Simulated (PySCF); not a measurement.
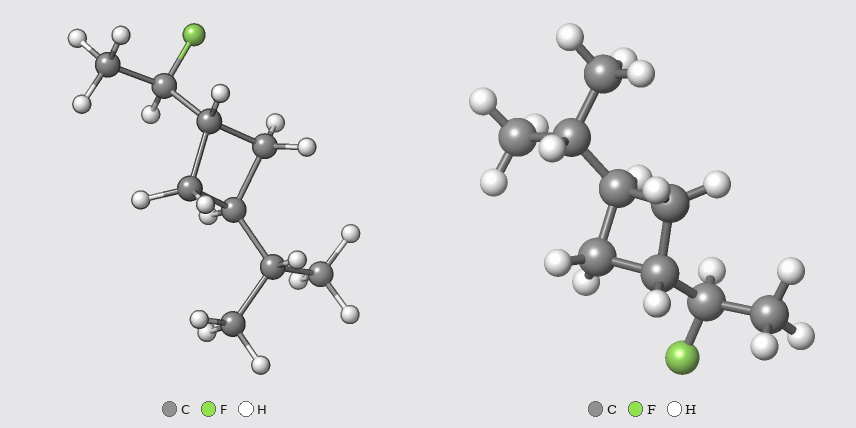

The same structure drawn twice, from different directions.

The geometry was computed by an optimisation with PBE0-D3(BJ)/def2-SVP. No frequency run is at hand to confirm it as a minimum.

Description:

It has 27 atoms: 9 carbon, 17 hydrogen and 1 fluorine (C₉H₁₇F). Its SMILES string is `CC(C)[C@H]1C[C@H]([C@@H](C)F)C1`. Independent rings (smallest set): 1 of 4 members. Among its groups: C–F bond. The point group is C1. Coordination, clear cases only: 5 C tetrahedral.

The parts below concern this one geometry. Atoms keep their numbers from picture to picture.

Ring current

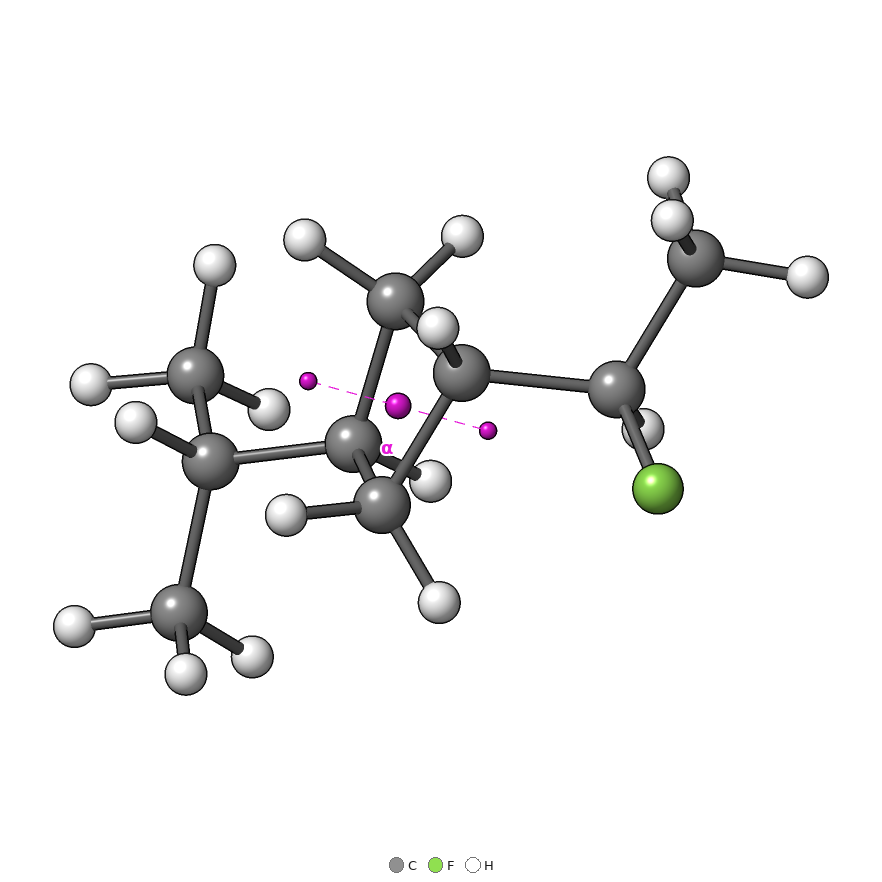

The small points mark where nucleus-independent chemical shifts (NICS) were computed: at the centre of each lettered ring and 1 Å above and below it. No frequency run is at hand to confirm it as a minimum. Properties computed with GIAO PBE0/pcSseg-1 NMR shielding, non-relativistic, IEF-PCM benzene (PySCF 2.14.0).

Give NICS(0), NICS(1) and the out-of-plane component NICS(1)zz for each ring (means of the two sides).

```csv
ring,members,NICS(0),NICS(1),NICS(1)zz
α,C4,−1.4,−1.1,3.7
```

Values in ppm.

Dipole moment

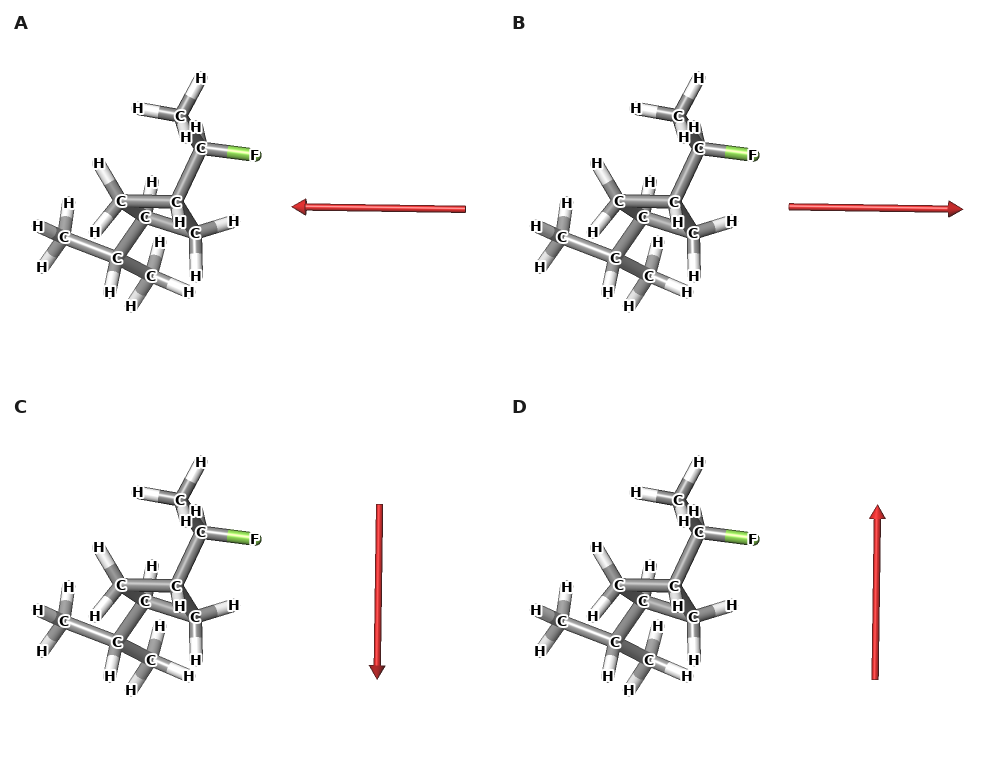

The same molecule four times, each with an arrow. No frequency run is at hand to confirm it as a minimum. Method: PBE0/pcSseg-1 in benzene (IEF-PCM) (PySCF 2.14.0).

> Which arrow points along the dipole moment, from the negative to the positive end?

A. The dipole moment is 2.08 D.

NMR shielding

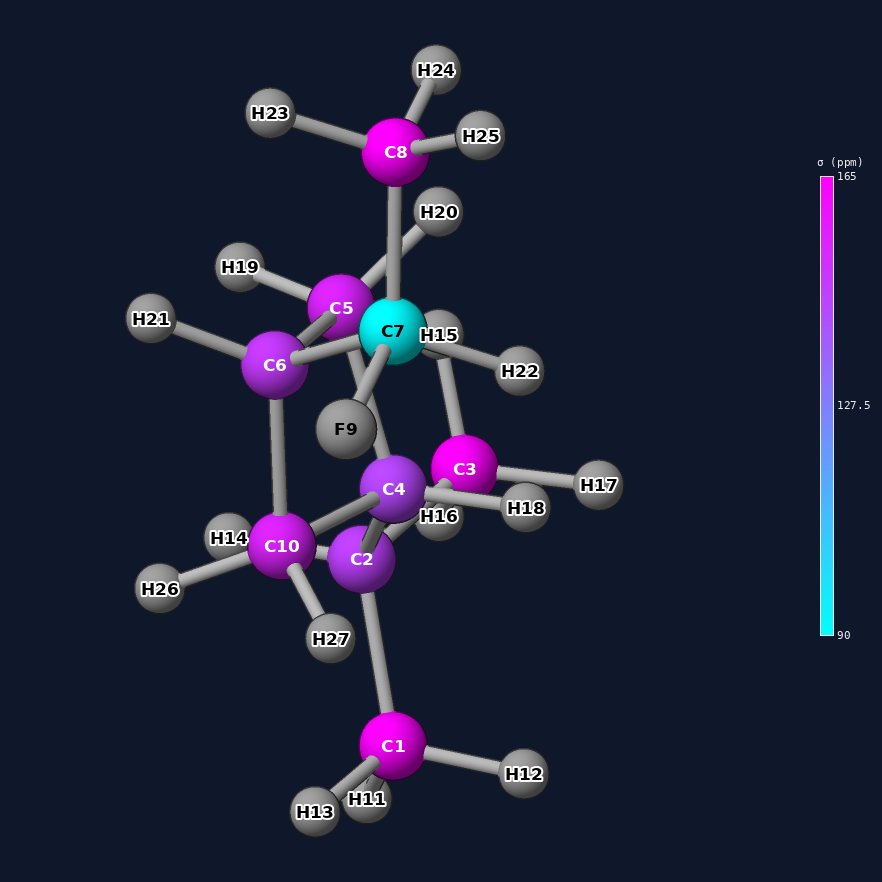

Atoms are coloured by their isotropic NMR shieldings (C only, the others grey). No frequency run is at hand to confirm it as a minimum. Properties computed with GIAO PBE0/pcSseg-1 NMR shielding, non-relativistic, IEF-PCM chloroform (PySCF 2.14.0).

Give the isotropic NMR shieldings of the C atoms atom by atom.

```json
{"atom": "C1", "σ (ppm)": "164.3"}
{"atom": "C2", "σ (ppm)": "145.8"}
{"atom": "C3", "σ (ppm)": "164.2"}
{"atom": "C4", "σ (ppm)": "144.0"}
{"atom": "C5", "σ (ppm)": "154.2"}
{"atom": "C6", "σ (ppm)": "148.0"}
{"atom": "C7", "σ (ppm)": "91.1"}
{"atom": "C8", "σ (ppm)": "164.7"}
{"atom": "C10", "σ (ppm)": "154.6"}
```

Charges

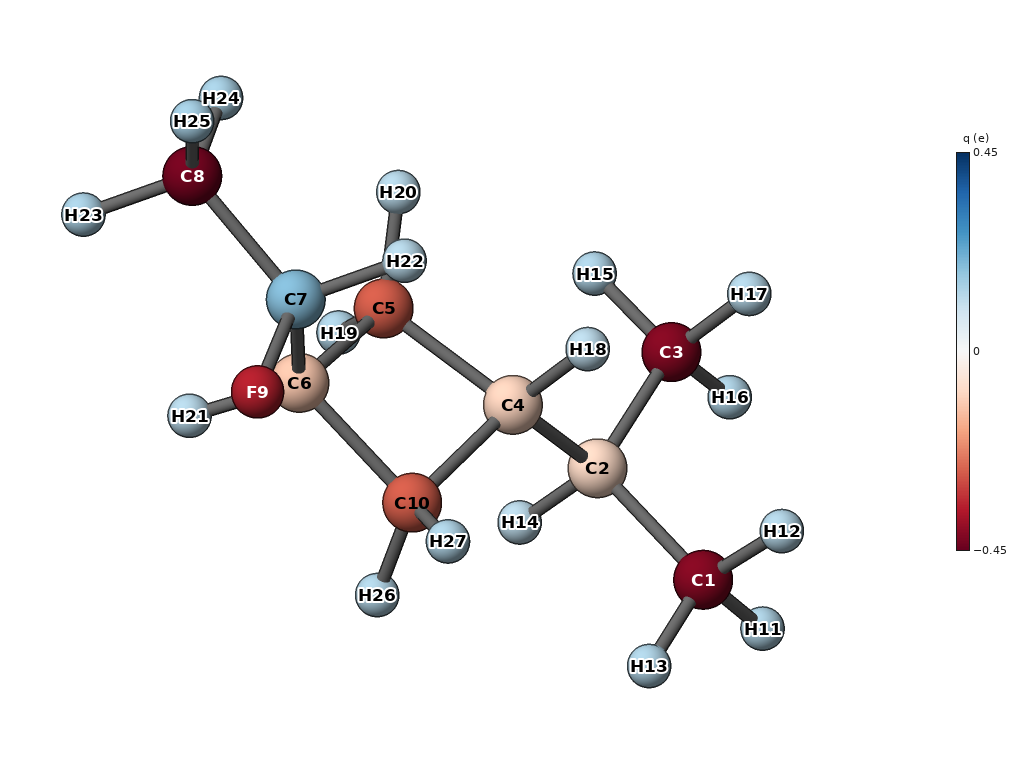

Atoms are coloured by their IAO charges. No frequency run is at hand to confirm it as a minimum. Level of theory: PBE0/pcSseg-1 in benzene (IEF-PCM) (PySCF 2.14.0).

> Which atom carries the highest charge (most positive or least negative)?

C7 (0.19 e).

> And the lowest?

C8 (−0.43 e).

Give the IAO charges atom by atom.

```json
{"atom": "C1", "value (e)": "−0.41"}
{"atom": "C2", "value (e)": "−0.09"}
{"atom": "C3", "value (e)": "−0.41"}
{"atom": "C4", "value (e)": "−0.10"}
{"atom": "C5", "value (e)": "−0.27"}
{"atom": "C6", "value (e)": "−0.12"}
{"atom": "C7", "value (e)": "0.19"}
{"atom": "C8", "value (e)": "−0.43"}
{"atom": "F9", "value (e)": "−0.35"}
{"atom": "C10", "value (e)": "−0.27"}
{"atom": "H11", "value (e)": "0.13"}
{"atom": "H12", "value (e)": "0.13"}
{"atom": "H13", "value (e)": "0.14"}
{"atom": "H14", "value (e)": "0.12"}
{"atom": "H15", "value (e)": "0.13"}
{"atom": "H16", "value (e)": "0.14"}
{"atom": "H17", "value (e)": "0.13"}
{"atom": "H18", "value (e)": "0.12"}
{"atom": "H19", "value (e)": "0.13"}
{"atom": "H20", "value (e)": "0.12"}
{"atom": "H21", "value (e)": "0.13"}
{"atom": "H22", "value (e)": "0.12"}
{"atom": "H23", "value (e)": "0.14"}
{"atom": "H24", "value (e)": "0.15"}
{"atom": "H25", "value (e)": "0.15"}
{"atom": "H26", "value (e)": "0.13"}
{"atom": "H27", "value (e)": "0.13"}
```
